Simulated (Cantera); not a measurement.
A closed system holds: 1 mol Fe2O3, 1.6 mol C, 0.013 mol CO, at 2.20 bar.

Equilibrium computed with Cantera from the NASA thermochemical tables; the gas is ideal and each condensed phase is pure. Candidate condensed phases: C, Fe, Fe(CO)5, FeO, Fe2O3, Fe3O4; 15 gas species. Mutual solubility and eutectic melting of coexisting phases are not modelled. The tables' stoichiometric FeO is somewhat more stable than real wüstite, so its field is too wide. FeO: taken at fixed stoichiometry. Condensed phases not in the tables: cementite and carbon dissolved in iron. Kinetics and transport are ignored.

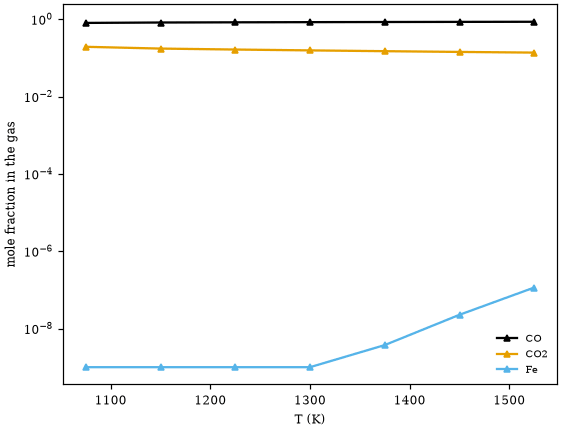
Fig. 1. Equilibrium gas composition (values under 1e-9 drawn at 1e-9)

At 1075 K the condensed part is C(graphite) + FeO(s). At 1150 K the condensed part is Fe(α) + FeO(s). From 1225 K to 1525 K the condensed part is Fe(γ) + FeO(s).
